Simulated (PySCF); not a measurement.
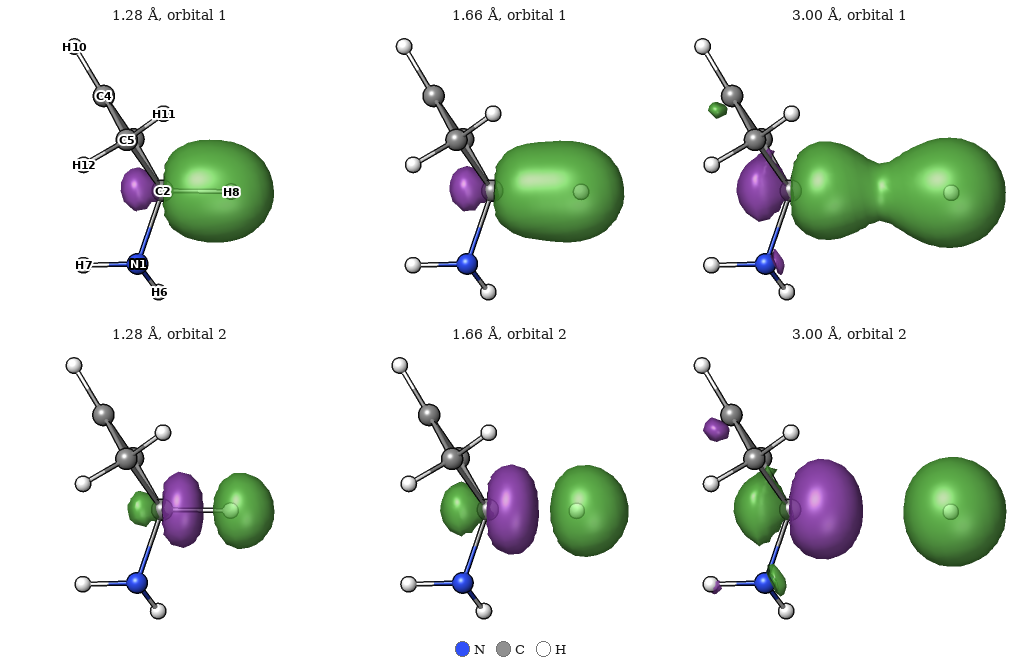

C4H7N, SMILES `NC1C=CC1`. Rigid stretch of the C2–H8 bond. The two CASSCF(2,2) natural orbitals nearest half filling (orbital 1 the more occupied).

Computed with PySCF, def2-SVP basis, geometry: GFN2-xTB. No frequency check shows the geometry to be a minimum.

How do the occupations change along the stretch?

Answer. 1.28 Å: 1.97 and 0.03; 1.66 Å: 1.91 and 0.09; 3.00 Å: 1.31 and 0.69. At the longest distance computed (3.00 Å) they are 1.31 and 0.69, and the effective number of unpaired electrons is 1.6.

UHF's ⟨S²⟩ passes 1 along the scan (up to 1.13), so it also polarises electrons outside the stretched bond; its energy lowering isn't due to that bond alone.

Where does the UHF solution part from RHF?

Answer. Between 1.44 Å (⟨S²⟩ = 0, the two coincide) and 1.66 Å (⟨S²⟩ = 0.15); at 3.00 Å ⟨S²⟩ is 1.13 and UHF lies 3.2 eV below RHF.

How much energy does the stretch cost?

Answer. By CASSCF, 4.1 eV from the lowest point of the scan (1.07 Å) to 3.00 Å; RHF gives 6.8 eV from its own lowest point. The fragments aren't relaxed and dynamic correlation is missing, so this isn't a bond dissociation energy.
